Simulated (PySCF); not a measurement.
Consider H6O5Ta (doublet).

The calculation's input:

```
mol = gto.M(atom='''
Ta     0.00000    -0.00000    -0.00000
O      0.00000     0.00000     1.84342
O     -0.00000    -0.00000    -1.84342
O      2.32035    -0.00003    -0.00000
H      2.88729    -0.77766     0.00000
H      2.88730     0.77759    -0.00000
O     -1.16015     2.00949    -0.00000
H     -0.77017     2.88929    -0.00000
H     -2.11707     2.11168    -0.00000
O     -1.16020    -2.00947     0.00000
H     -2.11711    -2.11164     0.00000
H     -0.77024    -2.88927     0.00000''',
    basis={'Ta': 'def2-SVP', 'O': 'def2-SVP', 'H': 'def2-SVP'},
    ecp={'Ta': 'def2-SVP'},
    charge=0, spin=1)
mf = dft.UKS(mol, xc='PBE0')
mf.grids.atom_grid = (75, 302)  # f atoms: at least (60, 302), unpruned
mf = mf.density_fit()  # Ta def2-universal-JKFIT, O def2-universal-JKFIT, H def2-universal-JKFIT
mf.conv_tol = 1e-09; mf.max_cycle = 55
mf.kernel(dm0)
```

Command:

```sh
OMP_NUM_THREADS=4 python run.py
```

Core potentials replace the inner electrons of Ta; not at a stationary point (largest force 1.0 eV/Å).

The calculation used PySCF 2.14.0, UKS PBE0, Ta def2-SVP with ECP60, O def2-SVP, H def2-SVP; non-relativistic Hamiltonian with scalar-relativistic core potentials where named; density fitting.

Q: What can the converged electron density, electron localisation function and spin density tell about the bonding?

A: O–H (0.96 Å): ρ at the midpoint is about 3.7 e/Å³; the ELF climbs to about 1 towards the hydrogen, as it does in any bond to H: an ordinary covalent bond to hydrogen.
The unpaired spin (1 electron) lies mostly on Ta1 (about 0.9), in electrons by Hirshfeld's partition.

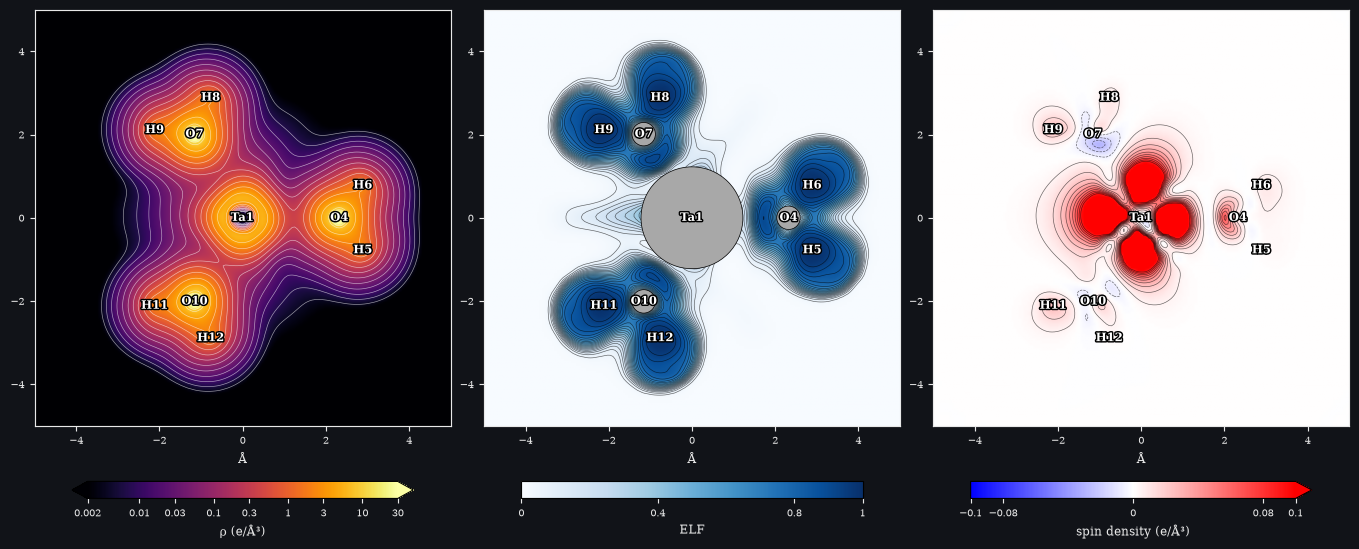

Computed electron density, electron localisation function and spin density on the plane of atoms Ta1, O4 and H5, in this order. Grey discs cover the atomic cores in the ELF map. 
